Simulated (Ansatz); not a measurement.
# HfN (rocksalt): how the settings move a single-point run, part 1 of 2

Aim: see which settings change the result for HfN (rocksalt), by how much, and at what cost.

Computed with Ansatz 0.2.0 (reference: DFT PBE, spin-orbit coupling, plane waves, PAW, unless a step's input says otherwise).

### Step 1. The starting structure

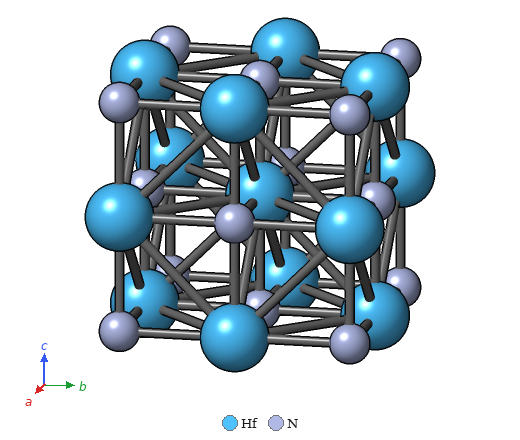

The starting structure, seen slightly off an axis (hafnium blue, nitrogen light blue). Atoms on the faces are drawn again on the opposite ones. The cell drawn here is the conventional one.

Coordinates:

```cif
data_structure
_symmetry_space_group_name_H-M 'Fm-3m'
_symmetry_Int_Tables_number 225
_cell_length_a 4.5453
_cell_length_b 4.5453
_cell_length_c 4.5453
_cell_angle_alpha 90.000
_cell_angle_beta 90.000
_cell_angle_gamma 90.000
_cell_volume 93.90
loop_
_atom_site_label
_atom_site_type_symbol
_atom_site_symmetry_multiplicity
_atom_site_Wyckoff_symbol
_atom_site_fract_x
_atom_site_fract_y
_atom_site_fract_z
_atom_site_occupancy
Hf1 Hf 4 b 0.50000 0.00000 0.00000 1
N1 N 4 a 0.00000 0.00000 0.00000 1
```

### Step 2. Baseline

File input.yaml:

```yaml
crystal:
  lattice:
    - [0.0, 2.2726372263, 2.2726372263]
    - [2.2726372263, 0.0, 2.2726372263]
    - [2.2726372263, 2.2726372263, 0.0]
  atoms:
    - { symbol: Hf, position: [0.5, 0.5, 0.5] }
    - { symbol: "N", position: [0.0, 0.0, 0.0] }
basis:
  ecutwfc: 420
  ecutrho_ratio: 4
kpoints:
  mp_grid: { grid: [12, 12, 12] }
hamiltonian:
  xc: pbe
scf:
  occupations: { method: gaussian, width: 0.05 }
output:
  forces: true
  stress: true
  eigenvalues: true
  populations: true
magnetization:
  noncollinear: true
  spin_orbit: true
```

The run is started by

```console
> ansatz run input.yaml --threads 4 --pin off --max-ram 7168MiB --backend cpu --events-out ev --progress --plain --runs-dir out
```

The main lines of its log:

```text
[...]
Basis set: ecut = 420 eV, 459 PW (Γ), exchange–correlation on 48×48×48 points (8 copies of the dense FFT grid, shifted against one another)
[...]
Magnetic group: BNS 225.117 (UNI 1619), of the structure as read, at distance tolerance 2.9e-5 Å
k-points: 72 of 1728
[...]
SCF iter   1: F=—  HF=-16127.338670 eV  |F-HF|=—  |Δ(HF+E_count)|=         —  Δρ=4.79e-2  dr2=2.97e-1  dr2_m=0.00e0 (ungated)  ethr=3.10e-3  |M|=0.00e0 ∫|m|=0.00e0 μB  |m|>n=0.0e0 m-floor=0.0e0 τ_xc=0.0e0  β_m=0.30  ⟨swp⟩=5.8  Hψ=5766  notcnv=0  defer=2
preconditioner: auto → Kerker (q_TF=auto, 2.858 Å⁻¹)  [metal: Δε(μ)=0.034 eV  Ē_g=19.012 eV  σ=0.050 eV  W_gap=0.37  n_scr=14 (ndim 8)  ℏωp=41.3 eV  f_vac=0.000  D(μ)=0.59/eV (n_scr^D=0)]
[...]
SCF iter   2: F=—  HF=-16127.322696 eV  |F-HF|=—  |Δ(HF+E_count)|=   1.60e-2  Δρ=3.60e-2  dr2=1.47e-1  dr2_m=0.00e0 (ungated)  ethr=9.57e-4  |M|=0.00e0 ∫|m|=0.00e0 μB  |m|>n=0.0e0 m-floor=0.0e0 τ_xc=0.0e0  β_m=0.64  ⟨swp⟩=1.1  Hψ=1738  notcnv=0  defer=26
[...]
SCF iter   7: F=—  HF=-16127.316579 eV  |F-HF|=—  |Δ(HF+E_count)|=   3.00e-6  Δρ=5.72e-5  dr2=6.03e-7  dr2_m=0.00e0 (ungated)  ethr=3.78e-8  |M|=0.00e0 ∫|m|=0.00e0 μB  |m|>n=0.0e0 m-floor=0.0e0 τ_xc=0.0e0  β_m=0.92  ⟨swp⟩=2.0  Hψ=2447  notcnv=0  defer=202
SCF iter   8: F=-16127.316578 eV  HF=-16127.316578 eV  |F-HF|=6.60e-9  |Δ(HF+E_count)|=   1.96e-7  Δρ=7.65e-6  dr2=7.12e-9  dr2_m=0.00e0 (ungated)  ethr=3.23e-10  |M|=0.00e0 ∫|m|=0.00e0 μB  |m|>n=0.0e0 m-floor=0.0e0 τ_xc=0.0e0  ⟨swp⟩=9.4  Hψ=7321  notcnv=0
[...]
SCF converged after 8 iterations
Magnetization: |M| = 0.0000 μB,  M = (+0.0000, +0.0000, +0.0000) μB
[...]
Free energy (F): -16127.316578 eV
[...]
E sigma→0 (E₀):  -16127.316322 eV
[...]
Fermi energy:    23.509985 eV
[...]
  P = ⅓ Tr σ = -0.0002 GPa (-0.002 kbar)
[...]
```

Run time: 4.1 s. Hardware: 4 threads of Arm Neoverse V1, shared host; peak memory 0.53 GiB.

### Step 3. Variant: ecutwfc 700 eV, mp_grid.grid [15, 15, 15]

Changes to input.yaml since step 2:

```diff
@@ -9,6 +9,6 @@
 basis:
-  ecutwfc: 420
+  ecutwfc: "700 eV"
   ecutrho_ratio: 4
 kpoints:
-  mp_grid: { grid: [12, 12, 12] }
+  mp_grid: { grid: [15, 15, 15] }
 hamiltonian:
@@ -20,4 +20,2 @@
   stress: true
-  eigenvalues: true
-  populations: true
 magnetization:
```

The run is started by

```console
> ansatz run input.yaml --threads 4 --pin off --max-ram 7168MiB --backend cpu --events-out ev --progress --plain --runs-dir out
```

The program printed:

```text
Warning: RAYON_NUM_THREADS=4 ignored (pool sized by the plan → 4); use --threads N
Engine: ansatz 0.2.0, aarch64-unknown-linux-gnu
Pseudopotentials: kind: paw_fr
Pseudopotential: Hf, paw_fr, valence charge 26, recommended cutoff 420 eV (normal), Hf.paw.azcp#standard-fr
Pseudopotential: N, paw_fr, valence charge 5, recommended cutoff 420 eV (normal), N.paw.azcp#standard-fr
Functional definition: PBE
  parameter kappa = 0.804
  parameter beta = 0.06672455060314922
  exchange = pbe_x(kappa = kappa, mu = beta*pi^2/3)
  correlation = pbe_c(beta = beta)
non-collinear run that drives no moment, with spin-orbit: no starting moment large enough to seed its density (crystal.atoms[].spin), no starting occupations that ask for one, no magnetisation constraint and no magnetic field, so the semilocal B_xc is pinned to zero
Crystal: 2 atoms, lattice volume = 23.476 Å³
Basis set: ecut = 700 eV, 965 PW (Γ), exchange–correlation on 60×60×60 points (8 copies of the dense FFT grid, shifted against one another)
Bands: 40, of which v1, the nominal top of the filled ones, is band 31 counted from 1 (30 counted from 0)
Symmetry: 48 space group operations + 48 with time reversal
Magnetic group: BNS 225.117 (UNI 1619), of the structure as read, at distance tolerance 2.9e-5 Å
k-points: 120 of 3375
Projection manifold: j_resolved (fully-relativistic pseudo-atomic orbitals)
Non-local potential: Hf, projectors of the file, l = 0: 3, l = 1: 4, l = 2: 4, l = 3: 6
Non-local potential: N, projectors of the file, l = 0: 2, l = 1: 4, l = 2: 2
PAW form: soft (Blöchl's): semilocal exchange-correlation on the pseudo side does not see the compensation charge
PAW one-centre angular grid: Hf, 590 points (default); XC on 64 Gauss nodes
PAW one-centre angular grid: N, 110 points (default); XC on 64 Gauss nodes
Initial density: superposition of atomic densities (chi_scale 0.1, normalization cell, long waves kept (reshape's long-wave potential 0.00 eV rms))
Initial wavefunctions: pseudopotential atomic-orbital guess
Functional: x = pbe(κ = 0.804, μ = 0.2195149727645171), c = pbe(β = 0.06672455060314922)
SCF iter   1: F=—  HF=-16127.338491 eV  |F-HF|=—  |Δ(HF+E_count)|=         —  Δρ=4.82e-2  dr2=3.00e-1  dr2_m=0.00e0 (ungated)  ethr=3.10e-3  |M|=0.00e0 ∫|m|=0.00e0 μB  |m|>n=0.0e0 m-floor=0.0e0 τ_xc=0.0e0  β_m=0.30  ⟨swp⟩=5.5  Hψ=9523  notcnv=0  defer=4
preconditioner: auto → Kerker (q_TF=auto, 2.858 Å⁻¹)  [metal: Δε(μ)=0.014 eV  Ē_g=19.009 eV  σ=0.050 eV  W_gap=0.15  n_scr=14 (ndim 8)  ℏωp=41.3 eV  f_vac=0.000  D(μ)=0.66/eV (n_scr^D=0)]
spin=Noncollinear: Kerker preconditioning applied to the charge; magnetization (m_x, m_y, m_z) channels mix plain (no charge-response kernel on spin).
SCF iter   2: F=—  HF=-16127.322117 eV  |F-HF|=—  |Δ(HF+E_count)|=   1.64e-2  Δρ=3.61e-2  dr2=1.48e-1  dr2_m=0.00e0 (ungated)  ethr=9.69e-4  |M|=0.00e0 ∫|m|=0.00e0 μB  |m|>n=0.0e0 m-floor=0.0e0 τ_xc=0.0e0  β_m=0.64  ⟨swp⟩=1.1  Hψ=2888  notcnv=0  defer=38
SCF iter   3: F=—  HF=-16127.316436 eV  |F-HF|=—  |Δ(HF+E_count)|=   5.68e-3  Δρ=7.51e-3  dr2=9.02e-3  dr2_m=0.00e0 (ungated)  ethr=4.78e-4  |M|=0.00e0 ∫|m|=0.00e0 μB  |m|>n=0.0e0 m-floor=0.0e0 τ_xc=0.0e0  β_m=0.73  ⟨swp⟩=2.0  Hψ=3151  notcnv=0  defer=252
SCF iter   4: F=—  HF=-16127.316420 eV  |F-HF|=—  |Δ(HF+E_count)|=   1.66e-5  Δρ=2.16e-3  dr2=6.12e-4  dr2_m=0.00e0 (ungated)  ethr=2.91e-5  |M|=0.00e0 ∫|m|=0.00e0 μB  |m|>n=0.0e0 m-floor=0.0e0 τ_xc=0.0e0  β_m=0.72  ⟨swp⟩=2.5  Hψ=4009  notcnv=0  defer=340
SCF iter   5: F=—  HF=-16127.316298 eV  |F-HF|=—  |Δ(HF+E_count)|=   1.22e-4  Δρ=1.01e-3  dr2=1.25e-4  dr2_m=0.00e0 (ungated)  ethr=1.97e-6  |M|=0.00e0 ∫|m|=0.00e0 μB  |m|>n=0.0e0 m-floor=0.0e0 τ_xc=0.0e0  β_m=0.67  ⟨swp⟩=2.0  Hψ=3980  notcnv=0  defer=340
SCF iter   6: F=—  HF=-16127.316241 eV  |F-HF|=—  |Δ(HF+E_count)|=   5.71e-5  Δρ=4.64e-4  dr2=2.84e-5  dr2_m=0.00e0 (ungated)  ethr=4.05e-7  |M|=0.00e0 ∫|m|=0.00e0 μB  |m|>n=0.0e0 m-floor=0.0e0 τ_xc=0.0e0  β_m=0.84  ⟨swp⟩=2.0  Hψ=3368  notcnv=0  defer=340
SCF iter   7: F=—  HF=-16127.316240 eV  |F-HF|=—  |Δ(HF+E_count)|=   1.35e-6  Δρ=1.22e-4  dr2=2.22e-6  dr2_m=0.00e0 (ungated)  ethr=9.17e-8  |M|=0.00e0 ∫|m|=0.00e0 μB  |m|>n=0.0e0 m-floor=0.0e0 τ_xc=0.0e0  β_m=0.87  ⟨swp⟩=2.0  Hψ=3095  notcnv=0  defer=354
SCF iter   8: F=-16127.316240 eV  HF=-16127.316240 eV  |F-HF|=4.25e-8  |Δ(HF+E_count)|=   1.09e-7  Δρ=1.69e-5  dr2=4.15e-8  dr2_m=0.00e0 (ungated)  ethr=3.23e-10  |M|=0.00e0 ∫|m|=0.00e0 μB  |m|>n=0.0e0 m-floor=0.0e0 τ_xc=0.0e0  ⟨swp⟩=3.0  Hψ=9208  notcnv=0
SCF 1 converged in 8 iterations: F = -16127.316240 eV  dr2 = 4.15e-8
SCF converged after 8 iterations
Magnetization: |M| = 0.0000 μB,  M = (+0.0000, +0.0000, +0.0000) μB
Absolute magnetization: 0.0000 μB (∫|m|)
  site 0: m = (+0.0000, +0.0000, +0.0000) μB, |m| = 0.0000 μB  (R = 0.94 Å)
  site 1: m = (+0.0000, +0.0000, +0.0000) μB, |m| = 0.0000 μB  (R = 0.94 Å)
Free energy (F): -16127.316240 eV
Harris-Foulkes:  -16127.316240 eV  (|F-HF|=4.25e-8)
Internal energy: -16127.315523 eV  (E = F + TS)
E sigma→0 (E₀):  -16127.315881 eV
Entropy (-TS):   -0.000717 eV (-0.359 meV/atom)
Fermi energy:    23.463893 eV
--- Per-component energies (eV) ---
  E_band       = 167.746120
  E_kinetic    = 555.994514
  E_local      = -4770.158312  (includes V_loc(G=0)·N_el)
  E_nonlocal   = -1199.653771
  E_hartree    = 2260.538578
  E_xc         = -361.039451
  E_vxc        = -344.407831  (∫ρ·V_xc dr)
  E_paw        = -7073.160897  (= ΣΔE_a)
  E_vpaw       = 1404.901384  (= ΣTr[D̂ρ^β])
  E_aug_tail   = 0.000002  (compensation charges beyond the density's cutoff)
  E_ewald      = -5539.836185
  E_smearing   = -0.000717  (= −TS)
  E_closure    = -0.000000  (closes the sum)
  Σ components = -16127.316240   (vs F -16127.316240, Δ=0.00e0)
--- Forces (eV/Å), atoms counted from 1 ---
  atom   1  Hf     0.00000000    -0.00000000     0.00000000
  atom   2  N     -0.00000000     0.00000000     0.00000000
  max |Σ_I F_I| component: 1.02e-28 eV/Å
--- Stress (GPa, compression-positive) ---
        0.005826       0.000000       0.000000
        0.000000       0.005826       0.000000
       -0.000000       0.000000       0.005826
  P = ⅓ Tr σ = 0.0058 GPa (0.058 kbar)
```

Run time: 7.7 s. Hardware: 4 threads of Arm Neoverse V1, shared host; peak memory 0.73 GiB.

Changing the cutoff and k-point mesh hardly moves the energy: +0.2 meV/atom. Cost: 7.7 s against 4.1 s.

### Step 4. Changed: xc r2scan, lower_state_search standard, chi_scale 0.1

Changes to input.yaml since step 2:

```diff
@@ -14,5 +14,7 @@
 hamiltonian:
-  xc: pbe
+  xc: r2scan
 scf:
   occupations: { method: gaussian, width: 0.05 }
+  lower_state_search: standard
+  initial_density: { chi_scale: 0.1 }
 output:
@@ -20,4 +22,6 @@
   stress: true
-  eigenvalues: true
-  populations: true
+  write_density: true
+  write_potential: true
+  elf: true
+  volumetric_format: npy
 magnetization:
```

The run is started by

```console
> ansatz run input.yaml --threads 4 --pin off --max-ram 7168MiB --backend cpu --events-out ev --progress --plain --runs-dir out
```

The program printed:

```text
Warning: basis.ecutwfc = 420 eV is below the records' recommended 500 eV, and the density's cutoff is lower with it unless basis.ecutrho_ratio is high enough to keep the records' density cutoff: compare with a run at a higher cutoff
Warning: basis.ecutrho_ratio = 4 (ecutrho = 1680 eV) is below the records' recommended 2000 eV
Warning: RAYON_NUM_THREADS=4 ignored (pool sized by the plan → 4); use --threads N
[... 2 set-up lines as earlier in the session ...]
Pseudopotential: Hf, paw_fr, valence charge 26, recommended cutoff 500 eV (meta_gga), Hf.paw.azcp#standard-fr
Pseudopotential: N, paw_fr, valence charge 5, recommended cutoff 500 eV (meta_gga), N.paw.azcp#standard-fr
Functional definition: r2SCAN
  parameter k0 = 0.174
  parameter k1 = 0.065
  parameter a1 = 4.9479
  exchange = r2scan_x(k0 = k0, k1 = k1, a1 = a1)
  correlation = r2scan_c
non-collinear run that drives no moment, with spin-orbit: no starting moment large enough to seed its density (crystal.atoms[].spin), no starting occupations that ask for one, no magnetisation constraint and no magnetic field, so the semilocal B_xc is pinned to zero
Crystal: 2 atoms, lattice volume = 23.476 Å³
Basis set: ecut = 420 eV, 459 PW (Γ), exchange–correlation on 96×96×96 points (64 copies of the dense FFT grid, shifted against one another)
Bands: 40, of which v1, the nominal top of the filled ones, is band 31 counted from 1 (30 counted from 0)
[... 1 set-up line as earlier in the session ...]
Magnetic group: BNS 225.117 (UNI 1619), of the structure as read, at distance tolerance 2.9e-5 Å
k-points: 72 of 1728
Projection manifold: j_resolved (fully-relativistic pseudo-atomic orbitals)
[... 3 set-up lines as earlier in the session ...]
PAW frozen core: Hf, regenerated for the run's functional (the file was generated under x = pbe(κ = 0.804, μ = 0.2195149727645171), c = pbe(β = 0.06672455060314922))
PAW frozen core: N, regenerated for the run's functional (the file was generated under x = pbe(κ = 0.804, μ = 0.2195149727645171), c = pbe(β = 0.06672455060314922))
PAW one-centre angular grid: Hf, 974 points (default); XC on 224 Gauss nodes
PAW one-centre angular grid: N, 302 points (default); XC on 160 Gauss nodes
[... 2 set-up lines as earlier in the session ...]
Functional: x = r2scan, c = r2scan; τ floored in thin density (d = 2e-4 eV/Å³)
iter 1 solved again at ethr=1.02e-3 eV; its pass at ethr=3.10e-3 eV (dr2=3.17e-1 eV) is discarded
SCF iter   1: F=-16095.980222 eV  HF=-16095.862033 eV  |F-HF|=1.18e-1  |Δ(HF+E_count)|=         —  Δρ=5.02e-2  dr2=3.17e-1  dr2_τ=4.00e-2  dr2_m=0.00e0 (ungated)  ethr=1.02e-3  |M|=0.00e0 ∫|m|=0.00e0 μB  |m|>n=0.0e0 m-floor=0.0e0 τ_xc=0.0e0  β_m=0.30  ⟨swp⟩=1.1  Hψ=8179  notcnv=0
preconditioner: auto → Kerker (q_TF=auto, 2.858 Å⁻¹)  [metal: Δε(μ)=0.019 eV  Ē_g=19.951 eV  σ=0.050 eV  W_gap=0.21  n_scr=14 (ndim 8)  ℏωp=41.3 eV  f_vac=0.000  D(μ)=0.61/eV (n_scr^D=0)]
spin=Noncollinear: Kerker preconditioning applied to the charge; magnetization (m_x, m_y, m_z) channels mix plain (no charge-response kernel on spin).
SCF iter   2: F=-16096.023285 eV  HF=-16096.001356 eV  |F-HF|=2.19e-2  |Δ(HF+E_count)|=   1.39e-1  Δρ=4.00e-2  dr2=2.11e-1  dr2_τ=4.32e-3  dr2_m=0.00e0 (ungated)  ethr=1.02e-3  |M|=0.00e0 ∫|m|=0.00e0 μB  |m|>n=0.0e0 m-floor=0.0e0 τ_xc=0.0e0  β_m=0.64  ⟨swp⟩=2.9  Hψ=2731  notcnv=0
SCF iter   3: F=-16096.053079 eV  HF=-16096.069548 eV  |F-HF|=1.65e-2  |Δ(HF+E_count)|=   6.82e-2  Δρ=1.34e-2  dr2=2.10e-2  dr2_τ=1.42e-3  dr2_m=0.00e0 (ungated)  ethr=6.81e-4  |M|=0.00e0 ∫|m|=0.00e0 μB  |m|>n=0.0e0 m-floor=0.0e0 τ_xc=0.0e0  β_m=0.58  ⟨swp⟩=2.0  Hψ=2966  notcnv=0  defer=108
SCF iter   4: F=-16096.069424 eV  HF=-16096.067380 eV  |F-HF|=2.04e-3  |Δ(HF+E_count)|=   2.17e-3  Δρ=5.38e-3  dr2=3.55e-3  dr2_τ=7.37e-5  dr2_m=0.00e0 (ungated)  ethr=6.79e-5  |M|=0.00e0 ∫|m|=0.00e0 μB  |m|>n=0.0e0 m-floor=0.0e0 τ_xc=0.0e0  β_m=0.79  ⟨swp⟩=2.3  Hψ=2897  notcnv=0  defer=154
SCF iter   5: F=-16096.069842 eV  HF=-16096.070054 eV  |F-HF|=2.12e-4  |Δ(HF+E_count)|=   2.67e-3  Δρ=2.00e-3  dr2=1.19e-3  dr2_τ=2.29e-5  dr2_m=0.00e0 (ungated)  ethr=1.14e-5  |M|=0.00e0 ∫|m|=0.00e0 μB  |m|>n=0.0e0 m-floor=0.0e0 τ_xc=0.0e0  β_m=0.90  ⟨swp⟩=2.0  Hψ=2849  notcnv=0  defer=158
SCF iter   6: F=-16096.070346 eV  HF=-16096.070276 eV  |F-HF|=7.08e-5  |Δ(HF+E_count)|=   2.22e-4  Δρ=7.09e-4  dr2=8.94e-5  dr2_τ=3.64e-6  dr2_m=0.00e0 (ungated)  ethr=3.84e-6  |M|=0.00e0 ∫|m|=0.00e0 μB  |m|>n=0.0e0 m-floor=0.0e0 τ_xc=0.0e0  β_m=0.95  ⟨swp⟩=2.0  Hψ=2505  notcnv=0  defer=158
SCF iter   7: F=-16096.070398 eV  HF=-16096.070388 eV  |F-HF|=1.05e-5  |Δ(HF+E_count)|=   1.12e-4  Δρ=2.56e-4  dr2=1.33e-5  dr2_τ=6.46e-8  dr2_m=0.00e0 (ungated)  ethr=2.88e-7  |M|=0.00e0 ∫|m|=0.00e0 μB  |m|>n=0.0e0 m-floor=0.0e0 τ_xc=0.0e0  β_m=0.97  ⟨swp⟩=2.0  Hψ=2310  notcnv=0  defer=158
SCF iter   8: F=-16096.070407 eV  HF=-16096.070407 eV  |F-HF|=1.30e-7  |Δ(HF+E_count)|=   1.98e-5  Δρ=5.10e-5  dr2=6.67e-7  dr2_τ=1.77e-8  dr2_m=0.00e0 (ungated)  ethr=4.29e-8  |M|=0.00e0 ∫|m|=0.00e0 μB  |m|>n=0.0e0 m-floor=0.0e0 τ_xc=0.0e0  β_m=0.99  ⟨swp⟩=2.1  Hψ=2413  notcnv=0  defer=158
SCF iter   9: F=-16096.070408 eV  HF=-16096.070408 eV  |F-HF|=1.04e-7  |Δ(HF+E_count)|=   2.66e-7  Δρ=2.21e-5  dr2=1.47e-7  dr2_τ=2.47e-9  dr2_m=0.00e0 (ungated)  ethr=2.15e-9  |M|=0.00e0 ∫|m|=0.00e0 μB  |m|>n=0.0e0 m-floor=0.0e0 τ_xc=0.0e0  β_m=0.99  ⟨swp⟩=2.2  Hψ=1922  notcnv=0  defer=158
SCF iter  10: F=-16096.070408 eV  HF=-16096.070408 eV  |F-HF|=1.35e-9  |Δ(HF+E_count)|=   1.85e-8  Δρ=1.90e-6  dr2=4.76e-10  dr2_τ=7.46e-11  dr2_m=0.00e0 (ungated)  ethr=3.23e-10  |M|=0.00e0 ∫|m|=0.00e0 μB  |m|>n=0.0e0 m-floor=0.0e0 τ_xc=0.0e0  ⟨swp⟩=11.5  Hψ=9976  notcnv=0
SCF 1 converged in 10 iterations: F = -16096.070408 eV  dr2 = 4.76e-10
SCF converged after 10 iterations
Magnetization: |M| = 0.0000 μB,  M = (+0.0000, +0.0000, +0.0000) μB
Absolute magnetization: 0.0000 μB (∫|m|)
  site 0: m = (+0.0000, +0.0000, +0.0000) μB, |m| = 0.0000 μB  (R = 0.94 Å)
  site 1: m = (+0.0000, +0.0000, +0.0000) μB, |m| = 0.0000 μB  (R = 0.94 Å)
Free energy (F): -16096.070408 eV
Harris-Foulkes:  -16096.070408 eV  (|F-HF|=1.35e-9)
Internal energy: -16096.069796 eV  (E = F + TS)
E sigma→0 (E₀):  -16096.070102 eV
Entropy (-TS):   -0.000611 eV (-0.306 meV/atom)
Fermi energy:    23.659077 eV
--- Per-component energies (eV) ---
  E_band       = 148.976411
  E_kinetic    = 557.256136
  E_local      = -4773.384899  (includes V_loc(G=0)·N_el)
  E_nonlocal   = -1205.152264
  E_hartree    = 2263.508731
  E_xc         = -344.216370
  E_vxc        = -379.687913  (∫ρ·V_xc dr)
  E_paw        = -7054.532589  (= ΣΔE_a)
  E_vpaw       = 1403.732792  (= ΣTr[D̂ρ^β])
  E_aug_tail   = 0.000096  (compensation charges beyond the density's cutoff)
  E_vtau       = 19.195804  (kinetic-family band-sum trace: ∫τ·v_τ [+ j·A + Jᵃ·Aᵃ] dr)
  E_ewald      = -5539.836185
  E_core_change = 0.287549  (= ΣΔE_core)
  E_smearing   = -0.000611  (= −TS)
  E_closure    = -0.000000  (closes the sum)
  Σ components = -16096.070408   (vs F -16096.070408, Δ=0.00e0)
--- Forces (eV/Å), atoms counted from 1 ---
  atom   1  Hf     0.00000000     0.00000000     0.00000000
  atom   2  N     -0.00000000     0.00000000    -0.00000000
  max |Σ_I F_I| component: 5.59e-29 eV/Å
--- Stress (GPa, compression-positive) ---
       -4.006499       0.000000       0.000000
        0.000000      -4.006499       0.000000
       -0.000000      -0.000000      -4.006499
  P = ⅓ Tr σ = -4.0065 GPa (-40.065 kbar)
--- Band table (eV; the first three rows and the last of 72) ---
  k-point 0: bands = ["-41.0632", "-41.0632", "-14.5490", "-14.5490", "-6.7263", "-6.7263", "-6.7263", "-6.7263", "5.0005", "5.0005", "9.6038", "9.6038", "9.6038", "9.6038", "9.6402", "9.6402", "11.2803", "11.2803", "11.3750", "11.3750", "11.3829", "11.3829", "11.3829", "11.3829", "20.1803", "20.1803", "20.3398", "20.3398", "20.3398", "20.3398", "23.1484", "23.1484", "23.1484", "23.1484", "23.4631", "23.4631", "25.4630", "25.4630", "25.6344", "25.6344"]
  k-point 1: bands = ["-41.0593", "-41.0593", "-14.5634", "-14.5634", "-6.7869", "-6.7869", "-6.7325", "-6.7325", "5.1527", "5.1527", "9.6056", "9.6056", "9.6061", "9.6061", "9.6401", "9.6401", "11.2855", "11.2855", "11.3752", "11.3752", "11.3820", "11.3820", "11.3826", "11.3826", "19.6103", "19.6103", "19.8724", "19.8724", "19.9273", "19.9273", "23.3355", "23.3355", "23.4043", "23.4043", "23.6694", "23.6694", "25.9682", "25.9682", "26.1463", "26.1463"]
  k-point 2: bands = ["-41.0486", "-41.0486", "-14.6031", "-14.6031", "-6.9464", "-6.9464", "-6.7494", "-6.7494", "5.5724", "5.5724", "9.6107", "9.6107", "9.6142", "9.6142", "9.6398", "9.6398", "11.3013", "11.3013", "11.3743", "11.3743", "11.3803", "11.3803", "11.3848", "11.3848", "18.2772", "18.2772", "19.0734", "19.0734", "19.0868", "19.0868", "23.6785", "23.6785", "24.0250", "24.0250", "24.2004", "24.2004", "27.1287", "27.1287", "27.3987", "27.3987"]
  k-point 71: bands = ["-40.9850", "-40.9850", "-14.8190", "-14.8190", "-7.3676", "-7.3676", "-7.2168", "-7.2168", "6.5807", "6.5807", "9.6277", "9.6277", "9.6401", "9.6401", "9.6541", "9.6541", "11.3549", "11.3549", "11.3854", "11.3854", "11.3883", "11.3883", "11.4097", "11.4097", "17.1061", "17.1061", "17.4151", "17.4151", "17.9736", "17.9736", "24.6583", "24.6583", "24.7974", "24.7974", "28.7583", "28.7583", "29.3868", "29.3868", "29.8848", "29.8848"]
```

It took 9.8 s on 4 threads of Arm Neoverse V1, shared host; peak memory 0.61 GiB.

A change of functional puts the total energy on another scale; the pressure goes from 0.0 to -4.0 GPa. The search for lower states changed too. The cutoff is under what these potentials recommend, as the log warns, so basis error is mixed in.

(Continued in part 2 of 2.)
